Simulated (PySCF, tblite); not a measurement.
**C5H11B2Cl: geometry, infrared bands and NMR shifts**

Wanted: the infrared bands and NMR shifts of C5H11B2Cl (`BC(B)(C)/C=C/CCl`), by calculation.

Programs: tblite 0.8.0 and PySCF 2.14.0, with density-fitted response routines of our own. Each step states its level of theory. These are calculated values for one molecule in the gas phase, unless marked as measured. Atoms are numbered from 0 throughout.

## Step 1: Starting geometry

19 atoms, charge 0, multiplicity 1; geometry from: force field or distance geometry start.

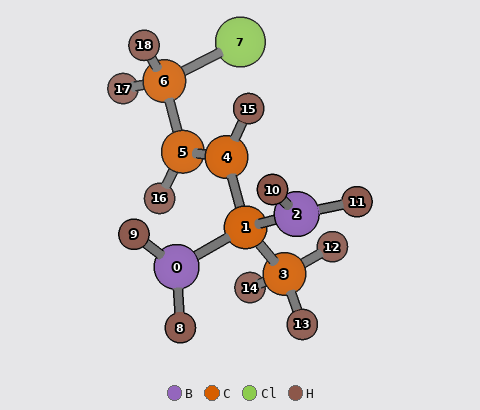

The starting geometry (boron purple, carbon orange, chlorine green, hydrogen brown), atoms numbered; sticks join atoms by distance.

## Step 2: Optimising the geometry with GFN2-xTB

Job settings and geometry (Å):

```
{"job": {"kind": "relax", "xc": "GFN2-xTB", "basis": "xTB"}, "charge": 0, "multiplicity": 1}
B     -1.572500    -0.711800    -1.146600
C     -0.979800     0.053400     0.123000
B     -1.884100     1.333700     0.404000
C     -1.027500    -0.863000     1.358700
C      0.452100     0.492100    -0.134100
C      1.437100    -0.374900    -0.426200
C      2.841900     0.098600    -0.692500
Cl     3.568000     0.771200     0.800900
H     -2.564300    -1.348600    -1.017400
H     -1.388200    -0.260200    -2.216800
H     -2.161200     2.048200    -0.507200
H     -1.842400     1.856900     1.461200
H     -0.586000    -0.361500     2.260800
H     -2.070900    -1.149000     1.614300
H     -0.463600    -1.801500     1.192800
H      0.697000     1.555000    -0.087900
H      1.234500    -1.434600    -0.487900
H      3.460100    -0.766500    -1.026500
H      2.840000     0.871800    -1.480100
```

Run with:

```
> OMP_NUM_THREADS=1 python probes_run.py task.json out
```

One launch serves the whole session: the jobs run in the order shown.

**Question.** This job is followed by: GFN2-xTB harmonic vibrations, gas phase; GIAO PBE0/pcSseg-1 NMR shielding, non-relativistic, gas phase. What will the session give for the following? strongest single infrared mode (GFN2-xTB); zero-point energy (GFN2-xTB); ¹³C shifts against TMS (PBE0/pcSseg-1); ¹H shifts against TMS (PBE0/pcSseg-1, means over atoms taken as alike); ¹¹B shifts against BF3·OEt2 (PBE0/pcSseg-1, means over atoms taken as alike); ³⁵Cl shifts against HCl (PBE0/pcSseg-1).

**Answer**, as computed:

| quantity | value |
| --- | --- |
| strongest single infrared mode (GFN2-xTB) | 2693 cm⁻¹, 232 km/mol |
| zero-point energy (GFN2-xTB) | 91.7 kcal/mol |
| ¹³C shifts against TMS (PBE0/pcSseg-1) | 149.4, 123.4, 93.0, 53.1, 22.1 ppm |
| ¹H shifts against TMS (PBE0/pcSseg-1, means over atoms taken as alike) | 8.04, 7.53, 5.30, 4.22, 2.03 ppm |
| ¹¹B shifts against BF3·OEt2 (PBE0/pcSseg-1, means over atoms taken as alike) | 91.6 ppm |
| ³⁵Cl shifts against HCl (PBE0/pcSseg-1) | 152 ppm |

Over 151 steps the energy fell by 0.609 eV; of the close pairs, C3–H12 changed most, 1.123 to 1.088 Å. All 51 modes are real, so the xTB geometry is a minimum. The strongest single mode, at 2693 cm⁻¹, has its largest shares on H11, H10, H9 and H8 (the list is cut at 4 atoms). Unscaled tight-binding wavenumbers are off by several per cent, some by more. Its intensities can rank the bands wrongly. At PBE0/pcSseg-1: Shielding is most anisotropic at Cl7 (span 519 ppm, paramagnetic term -347 ppm).
